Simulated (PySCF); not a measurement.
**HNO (nitroxyl): B3LYP/STO-6G**

What is the energy change on altering one bond length of HNO (nitroxyl) at B3LYP/STO-6G? The job is set up through a Python script.

The calculation is run with PySCF 2.14.0.

10 further runs of the same task are left out: 1 that didn't finish, 9 set aside as unsound or not needed.

### Step 1. Starting point

HNO has 3 atoms, charge 0, and is taken as a singlet. SMILES: `N=O`. Geometry: relaxed at PBE0-D4/def2-TZVP.

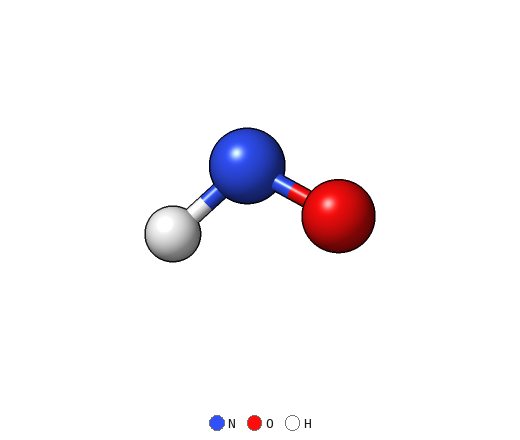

Viewed from a chosen angle; nitrogen blue, oxygen red, hydrogen white.

### Step 2. The energy at B3LYP/STO-6G

run.py

```python
# nitroxyl
from pyscf import gto, dft

mol = gto.Mole()
mol.atom = [
    ('N', (-0.283700, 0.312790, -0.117160)),
    ('O', (0.755300, 0.397200, 0.456500)),
    ('H', (-0.471600, -0.709980, -0.339350)),
]
mol.basis = 'sto-6g'
mol.max_memory = 1860
mol.verbose = 3
mol.build()

calc0 = dft.RKS(mol, xc='b3lyp')
calc0.conv_tol = 1e-10
calc0.grids.level = 5
calc0.kernel()
if not calc0.converged:
    calc0 = calc0.newton().run(calc0.mo_coeff, calc0.mo_occ)

e_final = calc0.e_tot
print(f'total energy: {e_final:.8f} hartree')
```

Run with:

```console
OMP_NUM_THREADS=1 python run.py
```

The program printed:

```text
converged SCF energy = -129.931664968647
total energy: -129.93166497 hartree
```

Wall time 1.8 s (1 thread of Arm Neoverse V1, shared host); peak memory 0.15 GiB.

### Step 3. The distorted shape

start.xyz

```xyz
3

N     -0.058218     1.540123     0.149470
O      0.980782     1.624533     0.723130
H     -0.471600    -0.709980    -0.339350
```

run.py

```python
from pyscf import gto, dft

mol = gto.Mole()
mol.atom = 'start.xyz'
mol.max_memory = 1860
mol.spin = 0
mol.verbose = 3
mol.basis = 'sto-6g'
mol.charge = 0
mol.build()

calc0 = dft.RKS(mol, xc='b3lyp')
calc0.grids.level = 5
calc0.conv_tol = 1e-10
calc0.kernel()
if not calc0.converged:
    calc0 = calc0.newton().run(calc0.mo_coeff, calc0.mo_occ)

e_final = calc0.e_tot
print(f'total energy: {e_final:.8f} hartree')
```

Run with:

```console
OMP_NUM_THREADS=1 python run.py
```

The program printed:

```text
converged SCF energy = -129.804590146742
total energy: -129.80459015 hartree
```

It took 2.1 s on 1 thread of Arm Neoverse V1, shared host; peak memory 0.15 GiB.

### Step 4. Outcome

At B3LYP/STO-6G:

| quantity | value |
| --- | --- |
| first shape: total energy | -129.93166 Eh |
| first shape: dipole moment | 1.32 D |
| first shape: HOMO energy | -3.77 eV |
| first shape: LUMO energy | 0.05 eV |
| first shape: HOMO–LUMO gap | 3.82 eV |
| distorted shape: total energy | -129.80459 Eh |
| distorted shape: dipole moment | 1.20 D |
| distorted shape: HOMO energy | -3.39 eV |
| distorted shape: LUMO energy | -1.15 eV |
| distorted shape: HOMO–LUMO gap | 2.24 eV |
| energy change with the N1–H3 bond stretched from 1.063 to 2.339 Å | 3.458 eV |

One bond (distorted shape) is far stretched, which a spin-restricted single reference describes badly; a broken-symmetry solution may lie lower. With the N1–H3 bond stretched from 1.063 to 2.339 Å the energy rises by 3.46 eV (80 kcal/mol). The first shape isn't relaxed at this level, so the change isn't measured from a minimum. A restricted reference can't describe the breaking bond well at this length. The minimal basis adds a large error of its own. Mulliken charges (first shape) run from -0.08 on N1 to +0.15 on H3; they depend strongly on the basis. Mulliken charges (distorted shape) run from -0.10 on H3 to +0.08 on N1; they depend strongly on the basis.
